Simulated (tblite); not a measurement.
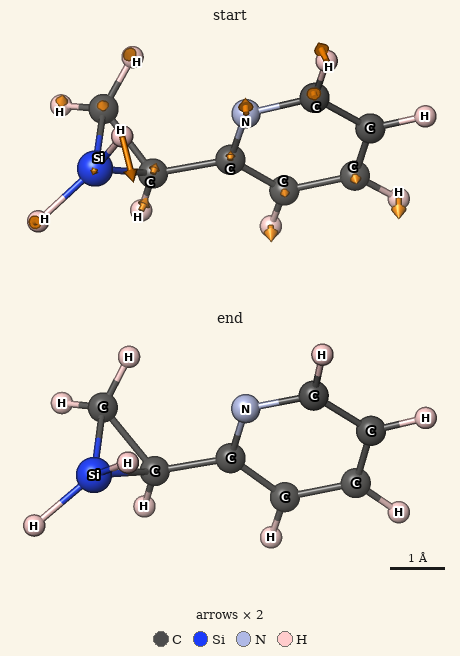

The structure of C$_{7}$H$_{9}$NSi before (top) and after (bottom) a relaxation, at one scale. The orange arrows give the displacements, 2 times their true length.

Style: ball-and-stick. Shown from a free direction.

Level of theory: GFN2-xTB geometry optimisation, gas phase (tblite 0.8.0). 

Question: Describe what moved and what it gained.

Answer: The atom that moves furthest after the best rigid fit is an H atom (0.45 Å). Largest moves by element: H 0.45 Å, N 0.20 Å, C 0.19 Å, Si 0.07 Å. Near-neighbour distances that change, for instance: C–Si 1.842 → 1.917 Å, C–H 1.114 → 1.080 Å, C–C 1.369 → 1.400 Å, C–C 1.483 → 1.454 Å. Bond angles that change, for instance: C–Si–H 113.7° → 120.4°, N–C–H 120.7° → 115.3°, C–C–N 119.2° → 123.8°. The energy falls by 30.7 kJ/mol in 78 geometry steps.
